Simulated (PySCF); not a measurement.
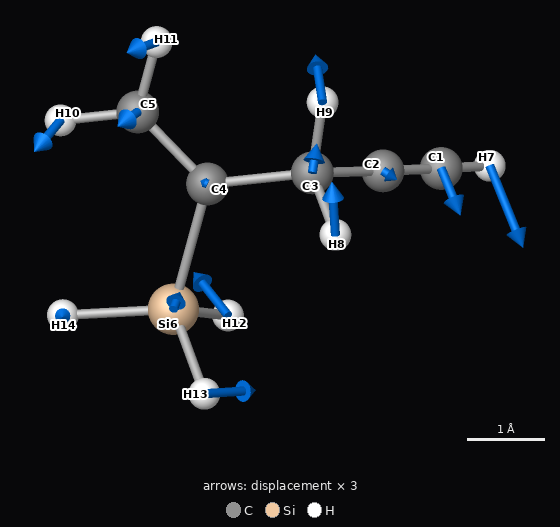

This is a relaxation of C5H8Si. The starting structure is drawn; blue arrows show the displacements, magnified 3 times. The two geometries are superimposed by the best rigid fit.

The picture is a ball-and-stick view, seen at a tilt.

The start comes from GFN2-xTB. Its atoms were then displaced at random by about 0.01 Å.

Theory: PBE0-D3(BJ)/def2-SVP geometry optimisation, gas phase in PySCF. 

> Which element moves most?

Hydrogen: up to 0.39 Å, against 0.23 Å for carbon.

> What happened in the run?

H7 moves most after the best rigid fit: 0.39 Å. Largest moves by element: H 0.39 Å, C 0.23 Å, Si 0.11 Å. Near-neighbour distances that change, for instance: C3–C4 1.461 → 1.516 Å, C1–H7 1.025 → 1.074 Å, Si6–H13 1.464 → 1.496 Å, C4–Si6 1.912 → 1.885 Å. Bond angles that change, for instance: C4–C3–H8 112.3° → 109.0°, C4–Si6–H12 109.0° → 111.9°, C2–C3–C4 111.1° → 113.6°. After 10 geometry steps the energy has fallen by 4.45 kcal/mol. Cost: 66 s on 1 thread of Arm Neoverse V1, on a shared host.
